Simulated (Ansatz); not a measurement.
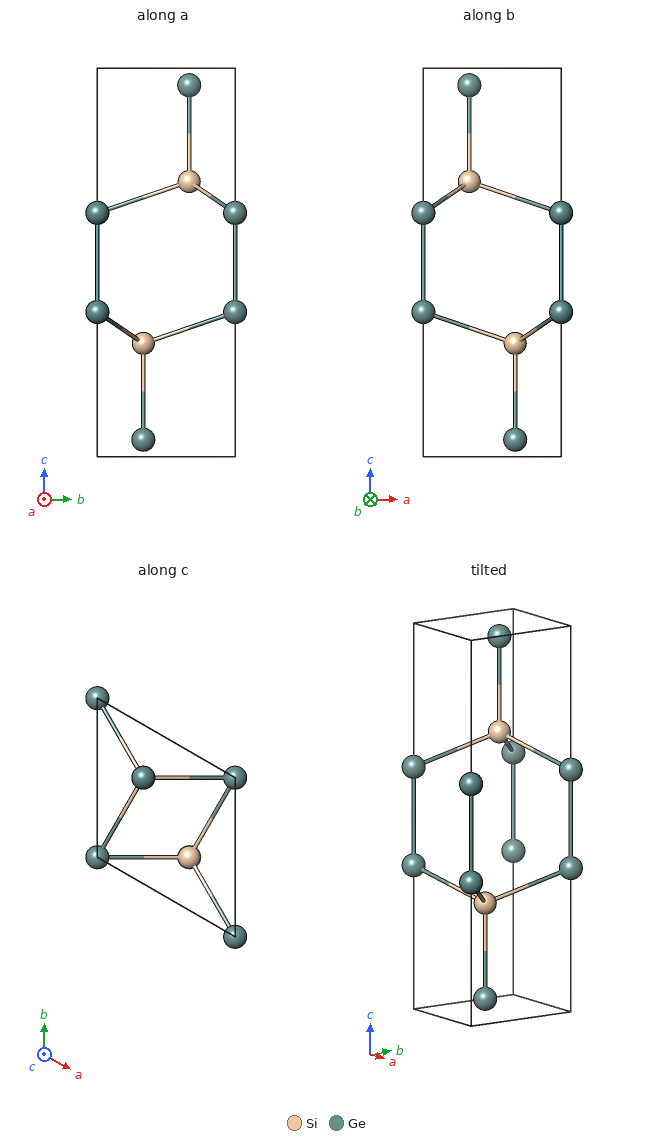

We look at a ball-and-stick model of the crystal along the a axis, along the b axis, along the c axis and slightly off an axis. The lines enclose the conventional unit cell; boundary atoms appear with their images.

Lattice parameters: a = 3.9538 Å, b = 3.9538 Å, c = 9.6564 Å, α = 90.000°, β = 90.000°, γ = 120.000°.

Question: Give the structure in the form of a CIF with its space group and independent sites, with free fractional coordinates to two decimals.

Answer:
```cif
data_structure
_symmetry_space_group_name_H-M 'P -3 m 1'
_symmetry_Int_Tables_number 164
_cell_length_a 3.9538
_cell_length_b 3.9538
_cell_length_c 9.6564
_cell_angle_alpha 90.000
_cell_angle_beta 90.000
_cell_angle_gamma 120.000
_cell_volume 130.73
loop_
_atom_site_label
_atom_site_type_symbol
_atom_site_symmetry_multiplicity
_atom_site_Wyckoff_symbol
_atom_site_fract_x
_atom_site_fract_y
_atom_site_fract_z
_atom_site_occupancy
Si1 Si 2 d 0.3333 0.6667 0.7083 1
Ge1 Ge 2 c 0.00 0.00 0.37 1
Ge2 Ge 2 d 0.6667 0.3333 0.04 1
```

The initial geometry was a structure type filled with these elements by a generator (whether the compound takes this form wasn't checked). Earlier steps of the study may have refined or changed the cell and positions. Ansatz was used for an electronic-structure calculation on it.
